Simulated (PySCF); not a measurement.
# CH14N2Si4: geometry relaxation (part 3 of 3)

Continued. System: CH14N2Si4, SMILES C[Si]([SiH3])(N[SiH3])N[SiH3]. Method: PBE0-D3(BJ)/def2-SVP geometry optimisation, gas phase (PySCF 2.14.0). 

Geometry of the input (Å):
```
Si 0.4308  -0.4801  0.0696
Si 1.5330  -0.7356  2.0536
N  -1.3209  -0.5175  0.4025
Si -2.5978  -0.4512  -0.6971
N  0.8393  1.0683  -0.6709
Si 0.5173  2.6633  -0.0540
C  0.7747  -1.7549  -1.2753
H  1.9103  -2.1251  2.3204
H  0.7633  -0.2944  3.2495
H  2.7981  0.0098  2.1353
H  -1.5495  -0.2742  1.3669
H  -2.6490  0.7889  -1.4726
H  -3.8607  -0.5378  0.1285
H  -2.5326  -1.5933  -1.5948
H  1.0592  1.0274  -1.6420
H  0.8570  2.6410  1.3798
H  -0.8801  3.0742  -0.2167
H  1.3757  3.5688  -0.8074
H  0.4743  -2.7502  -0.9349
H  0.1898  -1.5378  -2.1833
H  1.8055  -1.7841  -1.5333
```

Trajectory as extended XYZ, continued
```
21
Properties=species:S:1:pos:R:3:forces:R:3 step=21 energy=-35727.65149
Si    0.3842   -0.5741    0.0418    0.0210   0.0441  -0.0003
Si    1.6741   -0.4980    2.0082    0.0017  -0.0093   0.0186
N    -1.2876   -0.7430    0.5037    0.0006   0.0101   0.0075
Si   -2.6206   -0.2122   -0.4860   -0.0068   0.0068   0.0003
N     0.5061    0.9216   -0.8593    0.0087   0.0152  -0.0250
Si    0.2103    2.5411   -0.2826   -0.0253  -0.0001   0.0010
C     0.9636   -1.9375   -1.1059   -0.0079   0.0038  -0.0120
H     1.2881   -1.5740    2.9790    0.0000  -0.0007  -0.0050
H     1.4961    0.8224    2.6928   -0.0020  -0.0049   0.0072
H     3.1299   -0.6624    1.6953   -0.0010  -0.0013  -0.0034
H    -1.5043   -1.0930    1.4311   -0.0082  -0.0191  -0.0014
H    -2.8759    1.2620   -0.4117    0.0008  -0.0008  -0.0063
H    -3.8576   -0.9170   -0.0298    0.0005   0.0023   0.0113
H    -2.3587   -0.5571   -1.9163   -0.0028   0.0044  -0.0036
H     0.9371    0.8497   -1.7773   -0.0035  -0.0298   0.0042
H    -0.5075    2.4247    1.0198    0.0058  -0.0111   0.0010
H    -0.6287    3.3104   -1.2532    0.0077  -0.0007  -0.0004
H     1.4736    3.3180   -0.0681   -0.0006  -0.0023  -0.0010
H     0.8318   -2.9217   -0.6311    0.0081  -0.0005   0.0055
H     0.3652   -1.9288   -2.0318    0.0007  -0.0080  -0.0009
H     2.0257   -1.8250   -1.3745    0.0024   0.0019   0.0025
21
Properties=species:S:1:pos:R:3:forces:R:3 step=22 energy=-35727.65299
Si    0.3939   -0.5698    0.0369    0.0161   0.0126  -0.0002
Si    1.6738   -0.5076    2.0114   -0.0026   0.0013   0.0091
N    -1.2782   -0.7423    0.4981   -0.0005   0.0156   0.0063
Si   -2.6145   -0.1949   -0.4781   -0.0077   0.0022  -0.0051
N     0.5076    0.9236   -0.8667   -0.0155   0.0157  -0.0221
Si    0.1911    2.5395   -0.2917   -0.0041   0.0113   0.0085
C     0.9818   -1.9342   -1.1059   -0.0016  -0.0076   0.0101
H     1.2486   -1.5726    2.9781    0.0015  -0.0025  -0.0024
H     1.5199    0.8171    2.6932   -0.0017  -0.0041   0.0057
H     3.1285   -0.7106    1.7167   -0.0008   0.0016  -0.0035
H    -1.4969   -1.1217    1.4135   -0.0011  -0.0169  -0.0038
H    -2.8338    1.2857   -0.4220    0.0015  -0.0002  -0.0018
H    -3.8560   -0.8643    0.0171   -0.0012   0.0007   0.0055
H    -2.3948   -0.5641   -1.9100   -0.0018   0.0032   0.0010
H     0.9217    0.8504   -1.7922    0.0072  -0.0240   0.0068
H    -0.5196    2.4128    1.0137    0.0056  -0.0067  -0.0013
H    -0.6591    3.2978   -1.2609    0.0030  -0.0023  -0.0012
H     1.4448    3.3327   -0.0805    0.0003  -0.0015  -0.0023
H     0.8485   -2.9159   -0.6256    0.0055  -0.0018  -0.0026
H     0.3913   -1.9329   -2.0366   -0.0015  -0.0031  -0.0022
H     2.0465   -1.8225   -1.3642   -0.0006   0.0067  -0.0047
21
Properties=species:S:1:pos:R:3:forces:R:3 step=23 energy=-35727.65353
Si    0.3979   -0.5654    0.0343    0.0045  -0.0088   0.0014
Si    1.6679   -0.5151    2.0162   -0.0024   0.0066  -0.0017
N    -1.2751   -0.7414    0.4932   -0.0019   0.0227   0.0062
Si   -2.6169   -0.1888   -0.4726   -0.0043   0.0010  -0.0031
N     0.5127    0.9254   -0.8726   -0.0256   0.0051  -0.0126
Si    0.1880    2.5410   -0.3016    0.0092   0.0117   0.0086
C     0.9921   -1.9301   -1.1054    0.0043  -0.0114   0.0184
H     1.2449   -1.6001    2.9613    0.0012  -0.0034  -0.0016
H     1.4991    0.7957    2.7207   -0.0004  -0.0031   0.0029
H     3.1254   -0.7030    1.7259    0.0006   0.0028  -0.0006
H    -1.4926   -1.1251    1.4072    0.0032  -0.0168  -0.0072
H    -2.8227    1.2939   -0.4241    0.0024   0.0006   0.0011
H    -3.8572   -0.8440    0.0445    0.0001   0.0008  -0.0002
H    -2.4196   -0.5673   -1.9055   -0.0004   0.0001   0.0023
H     0.9222    0.8457   -1.7994    0.0101  -0.0090   0.0054
H    -0.4996    2.4098    1.0156    0.0013  -0.0015  -0.0031
H    -0.6838    3.2890   -1.2594   -0.0003  -0.0025  -0.0014
H     1.4377    3.3459   -0.1131    0.0004  -0.0003  -0.0020
H     0.8612   -2.9112   -0.6233    0.0032  -0.0013  -0.0044
H     0.4059   -1.9335   -2.0387   -0.0031   0.0000  -0.0008
H     2.0578   -1.8152   -1.3590   -0.0021   0.0065  -0.0076
21
Properties=species:S:1:pos:R:3:forces:R:3 step=24 energy=-35727.65387
Si    0.3986   -0.5659    0.0333   -0.0021  -0.0207   0.0050
Si    1.6637   -0.5194    2.0187   -0.0019   0.0059  -0.0073
N    -1.2744   -0.7490    0.4900   -0.0003   0.0290   0.0033
Si   -2.6182   -0.1771   -0.4620    0.0027   0.0017  -0.0046
N     0.5073    0.9229   -0.8772   -0.0238  -0.0057  -0.0066
Si    0.1832    2.5410   -0.3130    0.0179   0.0027   0.0057
C     1.0035   -1.9283   -1.1041    0.0031  -0.0097   0.0151
H     1.2359   -1.6100    2.9554    0.0022  -0.0031  -0.0013
H     1.4946    0.7866    2.7316   -0.0014   0.0001   0.0015
H     3.1217   -0.7086    1.7314    0.0021   0.0042   0.0022
H    -1.4913   -1.1509    1.3963    0.0045  -0.0154  -0.0077
H    -2.8136    1.3064   -0.3948    0.0009  -0.0003   0.0013
H    -3.8588   -0.8301    0.0570   -0.0010  -0.0002  -0.0013
H    -2.4339   -0.5388   -1.9008   -0.0025  -0.0035   0.0016
H     0.9167    0.8361   -1.8035    0.0071   0.0066   0.0016
H    -0.4981    2.4127    1.0075   -0.0009   0.0040   0.0003
H    -0.6924    3.2834   -1.2713   -0.0033  -0.0009   0.0004
H     1.4332    3.3476   -0.1334    0.0004   0.0004  -0.0015
H     0.8802   -2.9103   -0.6218    0.0031  -0.0006  -0.0032
H     0.4188   -1.9375   -2.0385   -0.0042   0.0011   0.0015
H     2.0686   -1.8049   -1.3566   -0.0025   0.0044  -0.0058
21
Properties=species:S:1:pos:R:3:forces:R:3 step=25 energy=-35727.65429
Si    0.3968   -0.5662    0.0323   -0.0025  -0.0232   0.0087
Si    1.6574   -0.5198    2.0207    0.0009   0.0028  -0.0085
N    -1.2761   -0.7547    0.4874   -0.0008   0.0308   0.0001
Si   -2.6218   -0.1722   -0.4558    0.0064   0.0025   0.0025
N     0.5013    0.9211   -0.8811   -0.0200  -0.0193   0.0008
Si    0.1890    2.5421   -0.3184    0.0181  -0.0046  -0.0029
C     1.0101   -1.9261   -1.1040    0.0032  -0.0044   0.0062
H     1.2404   -1.6274    2.9423    0.0027  -0.0023  -0.0013
H     1.4703    0.7744    2.7502   -0.0017   0.0013  -0.0011
H     3.1183   -0.6881    1.7351    0.0020   0.0043   0.0030
H    -1.4920   -1.1727    1.3867    0.0014  -0.0136  -0.0085
H    -2.8056    1.3125   -0.3854    0.0011  -0.0008   0.0029
H    -3.8626   -0.8172    0.0730    0.0000   0.0001  -0.0039
H    -2.4528   -0.5326   -1.8968   -0.0025  -0.0050  -0.0005
H     0.9055    0.8274   -1.8090    0.0045   0.0211  -0.0018
H    -0.4641    2.4183    1.0167   -0.0048   0.0065   0.0006
H    -0.7064    3.2812   -1.2610   -0.0037   0.0013   0.0019
H     1.4433    3.3480   -0.1693    0.0002   0.0007   0.0001
H     0.8975   -2.9096   -0.6224    0.0022   0.0006   0.0009
H     0.4236   -1.9406   -2.0374   -0.0047   0.0009   0.0040
H     2.0731   -1.7918   -1.3596   -0.0020   0.0002  -0.0031
21
Properties=species:S:1:pos:R:3:forces:R:3 step=26 energy=-35727.65495
Si    0.3931   -0.5705    0.0315    0.0037  -0.0151   0.0100
Si    1.6538   -0.5167    2.0196    0.0021  -0.0019  -0.0039
N    -1.2788   -0.7637    0.4864    0.0011   0.0210  -0.0035
Si   -2.6237   -0.1594   -0.4446    0.0089   0.0018   0.0067
N     0.4852    0.9151   -0.8863   -0.0089  -0.0287   0.0076
Si    0.1944    2.5403   -0.3236    0.0126  -0.0098  -0.0108
C     1.0165   -1.9273   -1.1034   -0.0020   0.0039  -0.0094
H     1.2464   -1.6355    2.9323    0.0037  -0.0008  -0.0010
H     1.4523    0.7697    2.7589   -0.0031   0.0022  -0.0033
H     3.1170   -0.6684    1.7366    0.0010   0.0040   0.0011
H    -1.4952   -1.2201    1.3667   -0.0047  -0.0075  -0.0075
H    -2.7906    1.3262   -0.3576    0.0000  -0.0012   0.0025
H    -3.8665   -0.7974    0.0877    0.0001   0.0001  -0.0034
H    -2.4722   -0.5069   -1.8909   -0.0035  -0.0048  -0.0015
H     0.8830    0.8159   -1.8165   -0.0010   0.0298  -0.0052
H    -0.4366    2.4258    1.0227   -0.0051   0.0068   0.0017
H    -0.7116    3.2821   -1.2536   -0.0028   0.0037   0.0031
H     1.4574    3.3367   -0.2001    0.0004   0.0007   0.0020
H     0.9253   -2.9121   -0.6201    0.0014   0.0018   0.0062
H     0.4214   -1.9528   -2.0313   -0.0036  -0.0008   0.0062
H     2.0744   -1.7752   -1.3704   -0.0003  -0.0051   0.0024
21
Properties=species:S:1:pos:R:3:forces:R:3 step=27 energy=-35727.65554
Si    0.3892   -0.5756    0.0311    0.0101   0.0029   0.0074
Si    1.6552   -0.5116    2.0152    0.0018  -0.0043   0.0034
N    -1.2816   -0.7670    0.4888    0.0038   0.0013  -0.0061
Si   -2.6234   -0.1471   -0.4365    0.0054   0.0012   0.0078
N     0.4691    0.9089   -0.8901    0.0027  -0.0233   0.0092
Si    0.2015    2.5372   -0.3240    0.0019  -0.0058  -0.0095
C     1.0148   -1.9325   -1.1024   -0.0055   0.0090  -0.0185
H     1.2691   -1.6450    2.9192    0.0038   0.0007  -0.0005
H     1.4314    0.7649    2.7650   -0.0034   0.0013  -0.0037
H     3.1211   -0.6346    1.7314   -0.0002   0.0024  -0.0031
H    -1.5006   -1.2612    1.3478   -0.0091  -0.0010  -0.0036
H    -2.7761    1.3390   -0.3387   -0.0009  -0.0003   0.0004
H    -3.8690   -0.7784    0.0974    0.0001   0.0001  -0.0005
H    -2.4853   -0.4880   -1.8860   -0.0028  -0.0020  -0.0013
H     0.8608    0.8103   -1.8230   -0.0052   0.0202  -0.0057
H    -0.4123    2.4319    1.0309   -0.0031   0.0031   0.0011
H    -0.7107    3.2868   -1.2417    0.0003   0.0029   0.0016
H     1.4741    3.3212   -0.2199    0.0005   0.0000   0.0026
H     0.9473   -2.9160   -0.6127   -0.0009   0.0020   0.0087
H     0.4050   -1.9720   -2.0202   -0.0009  -0.0025   0.0048
H     2.0657   -1.7651   -1.3877    0.0014  -0.0079   0.0054
21
Properties=species:S:1:pos:R:3:forces:R:3 step=28 energy=-35727.65579
Si    0.3885   -0.5776    0.0307    0.0072   0.0099   0.0022
Si    1.6594   -0.5086    2.0112    0.0009  -0.0030   0.0047
N    -1.2820   -0.7657    0.4905    0.0035  -0.0083  -0.0048
Si   -2.6224   -0.1427   -0.4347    0.0016   0.0010   0.0048
N     0.4641    0.9068   -0.8909    0.0055  -0.0086   0.0057
Si    0.2036    2.5353   -0.3215   -0.0024  -0.0004  -0.0022
C     1.0103   -1.9369   -1.1018   -0.0032   0.0066  -0.0120
H     1.2862   -1.6472    2.9140    0.0032   0.0009  -0.0001
H     1.4252    0.7648    2.7630   -0.0021   0.0002  -0.0019
H     3.1257   -0.6172    1.7237   -0.0005   0.0015  -0.0041
H    -1.5034   -1.2725    1.3415   -0.0065   0.0009  -0.0008
H    -2.7717    1.3435   -0.3352   -0.0006   0.0004  -0.0010
H    -3.8689   -0.7720    0.0997    0.0002   0.0003   0.0016
H    -2.4884   -0.4836   -1.8847   -0.0014   0.0002  -0.0003
H     0.8539    0.8125   -1.8251   -0.0056   0.0051  -0.0034
H    -0.4103    2.4320    1.0337   -0.0009   0.0002  -0.0004
H    -0.7060    3.2906   -1.2370    0.0019   0.0006  -0.0008
H     1.4797    3.3136   -0.2166    0.0001  -0.0004   0.0019
H     0.9500   -2.9179   -0.6060   -0.0025   0.0008   0.0057
H     0.3931   -1.9831   -2.0142    0.0005  -0.0020   0.0015
H     2.0585   -1.7681   -1.3957    0.0012  -0.0060   0.0037
```

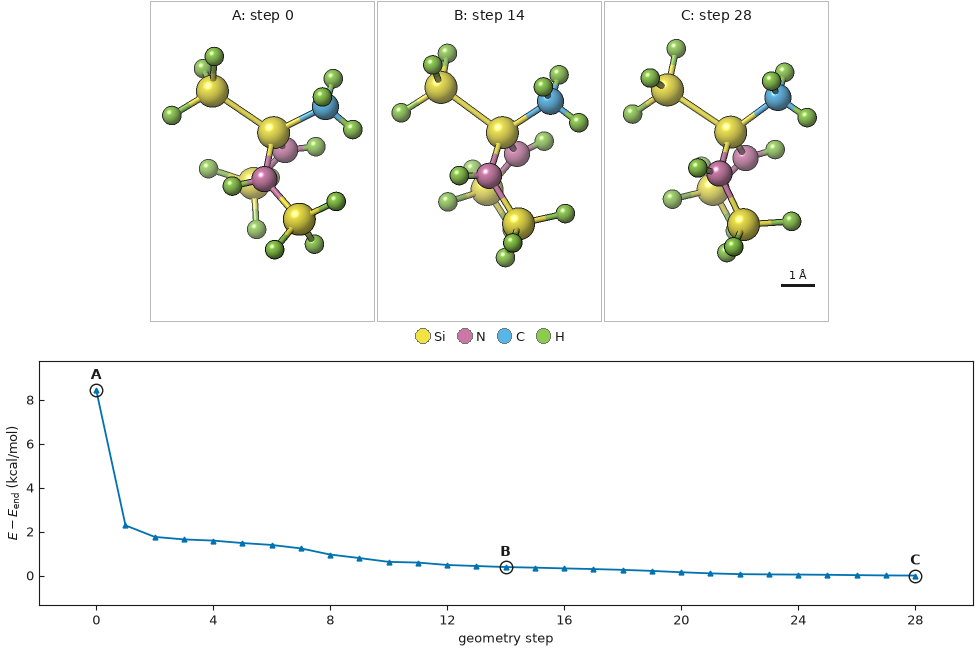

Frames of the relaxation (ball-and-stick view, seen at a tilt) above the curves, on which the letters mark them (steps are counted from 0).

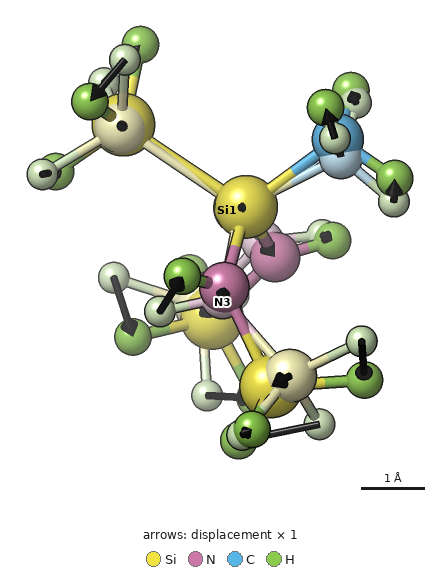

Start (faint) and end (solid) with the displacements as black arrows, at true length (ball-and-stick view, seen at a tilt). The two geometries are laid on each other by the best rigid fit. After 28 geometry steps the energy has fallen by 8.44 kcal/mol. Largest force component: 2.1 eV/Å at the start, 0.012 eV/Å at the end. The largest move after the best rigid fit is that of H12, 1.32 Å. Largest moves by element: H 1.32 Å, Si 0.42 Å, N 0.40 Å, C 0.29 Å. Among the contacts that change: Si1–Si2 2.284 → 2.354 Å, N3–Si4 1.686 → 1.744 Å, Si4–H14 1.454 → 1.496 Å, Si1–N3 1.783 → 1.743 Å. Among the angles that change: Si2–Si1–C7 117.1° → 110.5°, N5–Si6–H18 106.1° → 112.4°, N3–Si1–C7 107.4° → 113.5°. (Atoms are counted from 1 in the order of the input.)

Key numbers

```json
{"quantity": "outcome", "value": "converged"}
{"quantity": "total energy", "value": "−1312.967144 hartree"}
{"quantity": "dipole moment", "value": "1.34 D"}
{"quantity": "point group", "value": "C1"}
{"quantity": "hardware", "value": "1 CPU thread, shared host"}
{"quantity": "wall time", "value": "21 min"}
{"quantity": "peak memory", "value": "1.2 GiB"}
```
